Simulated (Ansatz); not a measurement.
```
Li Ge H
1.0
     3.49398    0.00000    0.00000
     0.00000    3.49398    0.00000
     0.00000    0.00000    3.49398
Li Ge H
1 1 3
Direct
  0.50000 0.50000 0.50000
  0.00000 0.00000 0.00000
  0.50000 0.50000 0.00000
  0.00000 0.50000 0.50000
  0.50000 0.00000 0.50000
```

Space group Pm-3m; a structure generated by program, which may or may not match a known phase.

All numbers below come from DFT PBE, scalar-relativistic, plane waves, PAW in Ansatz.

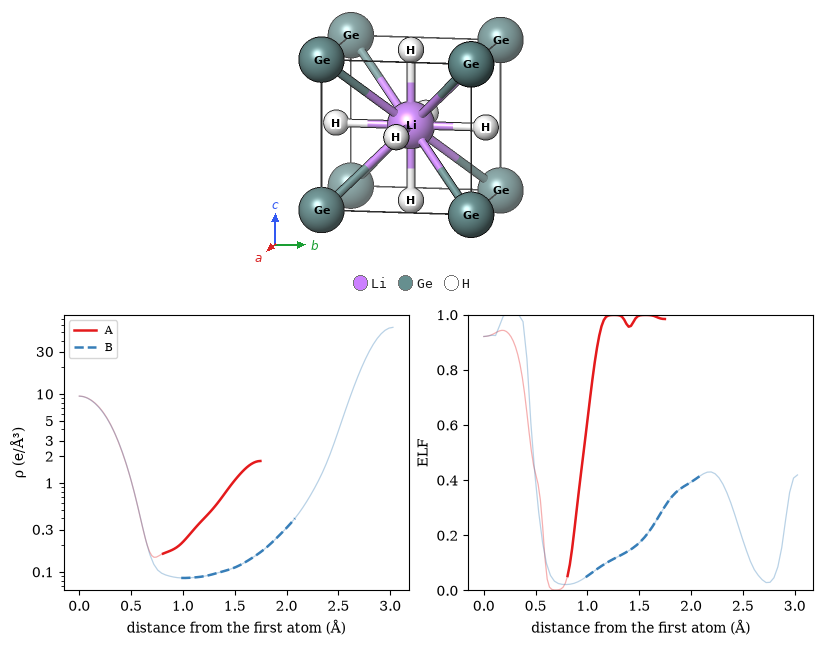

LiGeH3. Valence charge density (pseudo) and ELF along straight lines between neighbouring atoms. Thin, pale parts lie inside the atomic spheres. The structure is drawn too.

The density is the valence pseudo-density of a PAW calculation; it isn't the true density close to the nuclei.

Which curve belongs to which contact (Li–Ge and Li–H)? The first atom named is at distance zero.

Curve A: Li–H (1.75 Å): the density is about 0.17 e/Å³ at the midpoint; the ELF climbs to about 1 towards the hydrogen. Curve B: Li–Ge (3.03 Å): ρ is about 0.11 e/Å³ halfway, with its minimum of 0.09 e/Å³ about 1.0 Å from Li; the ELF is about 0.20 at the midpoint: no localised pair shows between them.
